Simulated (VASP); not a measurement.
Band structure of KMgF$_{3}$ (cubic perovskite). Computed with vdW-DF-cx, VASP's PBE PAW potentials (set 64) (plane waves; VASP).

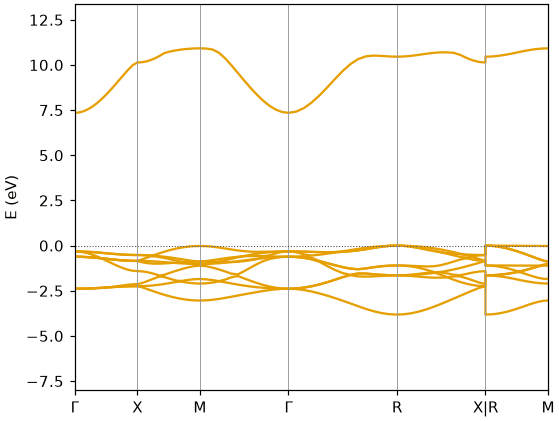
Fig. 1. Bands along high-symmetry lines, zero at the valence-band maximum or, without a gap, the Fermi level

Read the plot: is there a gap, and where are the band edges?

The gap is indirect, 7.35 eV, from the valence maximum at R to the conduction minimum at Γ. (Edges off the drawn lines would not show.)

Measured: gap 12.40 eV (computed value off by -5.05 eV), as given by M. Sahnoun et al., Materials Chemistry and Physics (2004), doi:10.1016/j.matchemphys.2004.11.019.

The compound is KMgF3 in the cubic perovskite structure. It was relaxed first.
